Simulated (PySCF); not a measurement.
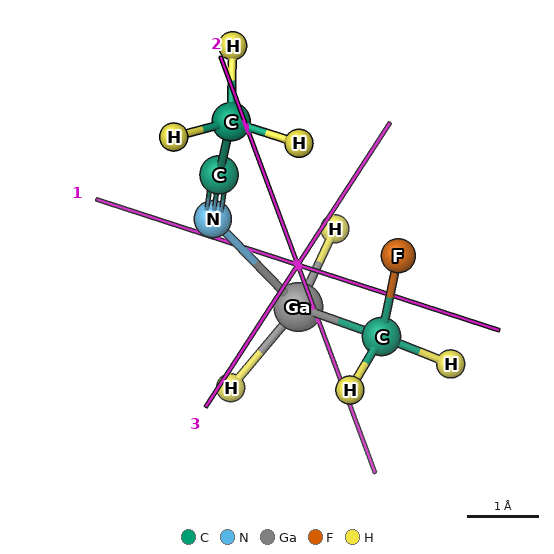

The three principal axes of inertia are drawn and numbered. Depth is shown by fading: the farther an atom, the more it takes the colour of the background. Computed geometry: PBE0-D3(BJ)/def2-SVP optimisation. No frequency run is at hand to confirm it as a minimum. Masses are those of the most abundant isotopes; constants are for the rigid equilibrium geometry.

### Which line is the a axis (least moment of inertia), which b and which c?

a is line 2, b is line 1, c is line 3; the moments are 141, 346, 465 u Å².

### Classify the rotor and give the rotational constants (GHz).

An asymmetric top (C1): A = 3.58, B = 1.46, C = 1.09 GHz. Ray's parameter κ is −0.70, nearer the prolate limit.
